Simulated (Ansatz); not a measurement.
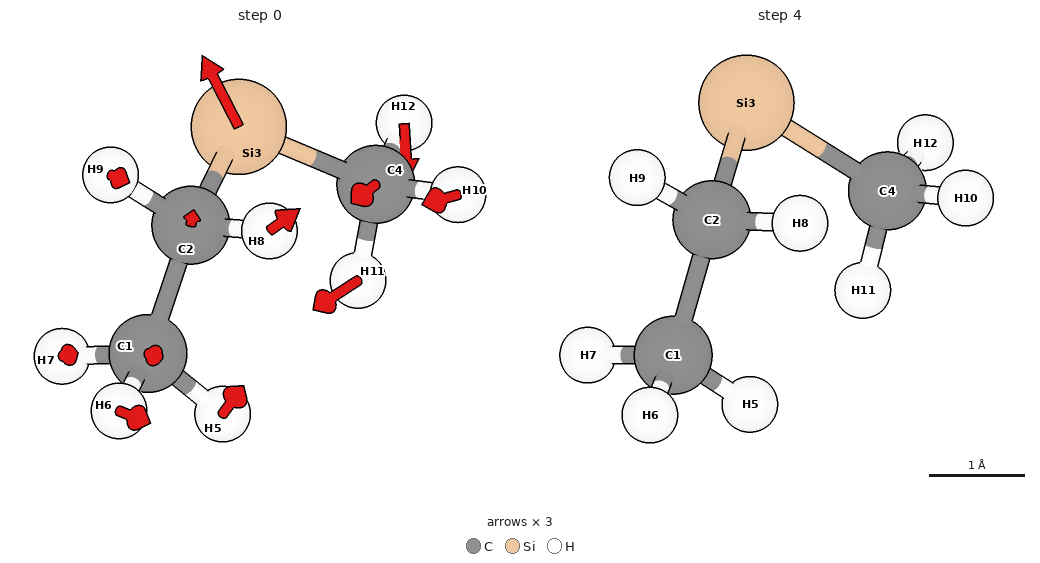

The structure of C₃H₈Si (coarse preliminary run) before (left) and after (right) a relaxation, at one scale. The red arrows give the displacements, 3 times their true length.

A ball-and-stick model, seen from a free direction.

The start comes from a force field.

Theory: RKS PBE-D4/def2-SVP in Ansatz.

Input file:
```yaml
crystal:
  periodic: [false, false, false]
  atoms:
    - {symbol: C, position_ang: [-0.805600, 1.321600, 0.304400]}
    - {symbol: C, position_ang: [-0.507000, 0.106500, 1.076700]}
    - {symbol: Si, position_ang: [1.102700, -0.677500, 0.642000]}
    - {symbol: C, position_ang: [1.261200, -1.303700, -1.080400]}
    - {symbol: H, position_ang: [-0.915900, 1.156000, -0.799700]}
    - {symbol: H, position_ang: [-1.824600, 1.771300, 0.617000]}
    - {symbol: H, position_ang: [-0.081100, 2.156400, 0.448000]}
    - {symbol: H, position_ang: [-1.259100, -0.613700, 0.920400]}
    - {symbol: H, position_ang: [-0.501400, 0.371000, 2.188100]}
    - {symbol: H, position_ang: [0.391700, -2.040600, -1.232200]}
    - {symbol: H, position_ang: [1.056200, -0.502500, -1.779800]}
    - {symbol: H, position_ang: [2.160000, -1.799900, -1.270500]}
basis:
  gaussian: {orbitals: def2-SVP}
hamiltonian: {xc: pbe, dispersion: d4}
relax: {f_tol: 0.03, max_steps: 200}
```

Summarise the run.

The largest move after the best rigid fit is that of Si3, 0.29 Å. Largest moves by element: Si 0.29 Å, H 0.28 Å, C 0.17 Å. Some distances before and after: C2–Si3 1.842 → 1.939 Å, Si3–C4 1.840 → 1.922 Å, C1–C2 1.470 → 1.540 Å, C2–H8 1.053 → 1.118 Å. Bond angles that change, for instance: C2–Si3–C4 116.2° → 98.5°, H11–C4–H12 113.4° → 108.3°, H5–C1–H6 103.7° → 107.1°. Over 4 geometry steps the energy falls by 71.1 kJ/mol. Largest force component: 3.8 eV/Å at the start, 0.029 eV/Å at the end. The run took roughly 13 core-seconds on a shared host.
